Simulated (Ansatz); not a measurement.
# Hf: Hf → Nb

Start from Hf in the hcp (Mg type) structure (space group P6_3/mmc, No. 194; a = 3.1590 Å, c = 4.9998 Å).

Now apply this change: Nb takes the place of Hf on all its sites, then cell and atoms are relaxed.

Computed with Ansatz (a first-principles code), PBEsol, PAW, cutoff 420 eV, scalar-relativistic without spin-orbit coupling, earlier PAW set. k-mesh 19×19×9 (Γ-centred); smearing 0.05 eV (Fermi–Dirac), for the changed cell.

```csv
quantity,base,changed,shift
volume per atom,21.60 Å³,18.03 Å³,-3.57 Å³
density,13.72 g/cm³,8.56 g/cm³,-5.16 g/cm³
lattice parameter a,3.159 Å,2.833 Å,-0.326 Å
c/a ratio,1.583,1.832,+0.249
space group,P6_3/mmc (No. 194),P6_3/mmc (No. 194),–
band gap,zero,zero,–
```

Final structure:

```
CELL_PARAMETERS angstrom
      2.83268     0.00000     0.00000
     -1.41634     2.45317     0.00000
      0.00000     0.00000     5.19012
ATOMIC_POSITIONS crystal
  Nb 0.33333 0.66667 0.75000
  Nb 0.66667 0.33333 0.25000
```

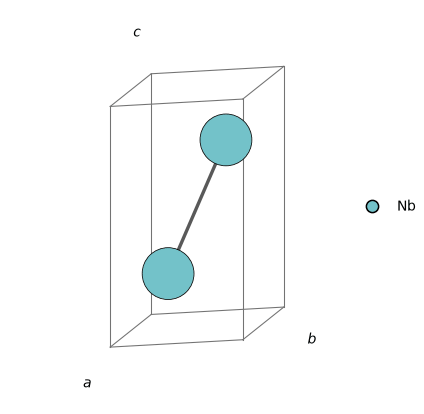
Fig. 1. The relaxed conventional cell after the change

No phonon test of stability was made. For Nb in this form, whether it has been made was not checked. All final runs are without spin polarisation. This is not the structure that Nb has at room temperature and ambient pressure.
